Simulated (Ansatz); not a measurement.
# CHClFGeN (SMILES N#[C][GeH]([F])[Cl]): wB97X/cc-pVDZ

Aim: the energy change on altering one bond length of CHClFGeN at wB97X/cc-pVDZ, from 2 runs. 

The results are computed with Ansatz 0.2.0.

154 further runs of the same task are left out: 1 that didn't finish, 153 set aside as unsound or not needed.

**1. Starting point**

The species is CHClFGeN (6 atoms), meant as a singlet with charge 0. SMILES: `N#[C][GeH]([F])[Cl]`. The shape is that of a PBE0-D4/def2-TZVP optimisation.

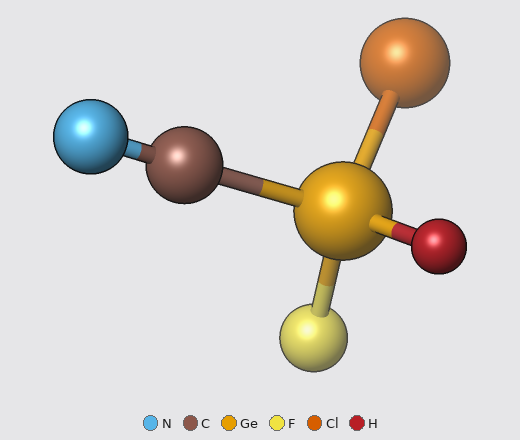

The structure, seen from a chosen angle (nitrogen blue, carbon brown, germanium amber, fluorine yellow, chlorine orange, hydrogen red).

**2. A single-point energy at wB97X/cc-pVDZ**

File in.yaml:

```yaml
crystal:
  periodic: [false, false, false]
  atoms:
    - symbol: N
      position_ang: [-1.036900, -2.307000, 0.030700]
    - symbol: C
      position_ang: [-0.544000, -1.267300, 0.040100]
    - symbol: Ge
      position_ang: [0.237100, 0.477900, 0.107700]
    - symbol: F
      position_ang: [1.896000, 0.253800, -0.276600]
    - symbol: Cl
      position_ang: [-0.627600, 1.648100, -1.423900]
    - symbol: H
      position_ang: [0.117300, 1.130400, 1.475800]
basis:
  gaussian:
    orbitals: cc-pVDZ
accuracy: high
hamiltonian:
  xc: {name: wB97X}
output: {orbitals: {seedname: orbitals}}
```

Started as:

```sh
$ ansatz run in.yaml --threads 1 --pin off --max-ram 3480MiB --events-out events.jsonl --progress --plain --runs-dir runs
```

Log:

```text
Warning: RAYON_NUM_THREADS=1 ignored (pool sized by the plan → 1); use --threads N
Functional definition: wB97X
  name "wB97X"
  parameter omega = 0.3/bohr
  parameter cx = 0.157706
  parameter cx1 = 0.726479
  parameter cx2 = 1.04760
  parameter cx3 = -5.70635
  parameter cx4 = 13.2794
  parameter css1 = -4.33879
  parameter css2 = 18.2308
  parameter css3 = -31.7430
  parameter css4 = 17.2901
  parameter cos1 = 2.37031
  parameter cos2 = -11.3995
  parameter cos3 = 6.58405
  parameter cos4 = -3.78132
  exchange = spin_sum(e_x_unif_sr(omega)*poly(b97_u_x, 1 - cx, cx1, cx2, cx3, cx4)) + cx*exact_x_sr(omega)
      + exact_x_lr(omega)
  correlation = spin_sum(e_c_pw_same_spin*poly(b97_u_same, 1, css1, css2, css3, css4))
      + integral(e_c_pw_opposite_spin*poly(b97_u_opposite, 1, cos1, cos2, cos3, cos4))
2015 factors; integrals over basis functions are off by at most 4.4e-9 eV
350 factors; integrals over basis functions are off by at most 2.2e-9 eV
mean field evaluation 1: about -74296.8358 eV, gradient 4.7e1 eV
mean field evaluation 2: about -74294.3265 eV, gradient 6.3e1 eV
mean field evaluation 4: about -74301.5535 eV, gradient 2.5e0 eV
mean field evaluation 8: about -74301.6711 eV, gradient 2.2e-1 eV
mean field evaluation 16: about -74301.6712 eV, gradient 4.1e-5 eV
mean field -74301.67123184 eV, -2730.5360542884 hartree, gradient 4.2e-8 eV, S^2 0.000000; 0 other end points of the search recorded, 0 dependent functions left out
reference -74301.67122935 eV, -2730.5360541970 hartree; 36, 36 occupied and 56, 56 virtual orbitals, 2015 factors
Total energy: -74301.67122935 eV, -2730.5360541970 hartree
```

It took 37 s on 1 thread of Arm Neoverse V1, shared host; peak memory 0.58 GiB.

**3. The distorted shape**

File molecule.yaml:

```yaml
crystal:
  periodic: [false, false, false]
  atoms:
    - {symbol: "N", position_ang: [-2.363995, -2.127723, 0.338134]}
    - {symbol: C, position_ang: [-1.871095, -1.088023, 0.347534]}
    - {symbol: Ge, position_ang: [-1.089995, 0.657177, 0.415134]}
    - {symbol: F, position_ang: [1.896000, 0.253800, -0.276600]}
    - {symbol: Cl, position_ang: [-1.954695, 1.827377, -1.116466]}
    - {symbol: H, position_ang: [-1.209795, 1.309677, 1.783234]}
basis:
  gaussian: {orbitals: cc-pVDZ}
accuracy: high
hamiltonian: {xc: {name: wB97X}}
output: {orbitals: {seedname: orbitals}}
```

Started as:

```sh
$ ansatz run molecule.yaml --threads 1 --pin off --max-ram 3480MiB --events-out events.jsonl --progress --plain --runs-dir runs
```

Log (excerpt; [...] marks lines left out):

```text
Warning: RAYON_NUM_THREADS=1 ignored (pool sized by the plan → 1); use --threads N
[... 2 set-up lines as earlier in the session ...]
[...]
      + exact_x_lr(omega)
[...]
      + integral(e_c_pw_opposite_spin*poly(b97_u_opposite, 1, cos1, cos2, cos3, cos4))
1950 factors; integrals over basis functions are off by at most 8.4e-9 eV
359 factors; integrals over basis functions are off by at most 2.3e-9 eV
[...]
mean field -74296.48983641 eV, -2730.3456415187 hartree, gradient 4.4e-8 eV, S^2 0.000000; 0 other end points of the search recorded, 0 dependent functions left out
reference -74296.48983393 eV, -2730.3456414273 hartree; 36, 36 occupied and 56, 56 virtual orbitals, 1950 factors
Total energy: -74296.48983393 eV, -2730.3456414273 hartree
```

It took 38 s on 1 thread of Arm Neoverse V1, shared host; peak memory 0.56 GiB.

**4. Outcome**

Level: wB97X/cc-pVDZ.

| quantity | value |
| --- | --- |
| first shape: total energy | -2730.53605 Eh |
| first shape: HOMO energy | -12.38 eV |
| first shape: LUMO energy | 0.87 eV |
| first shape: HOMO–LUMO gap | 13.25 eV |
| distorted shape: total energy | -2730.34564 Eh |
| distorted shape: HOMO energy | -10.26 eV |
| distorted shape: LUMO energy | -3.38 eV |
| distorted shape: HOMO–LUMO gap | 6.88 eV |
| energy change with the Ge3–F4 bond stretched from 1.718 to 3.092 Å | 5.181 eV |

What this shows: With the Ge3–F4 bond stretched from 1.718 to 3.092 Å the energy rises by 5.18 eV (500 kJ/mol). The first shape isn't relaxed at this level, so the change isn't measured from a minimum. A restricted reference can't describe the breaking bond well at this length.
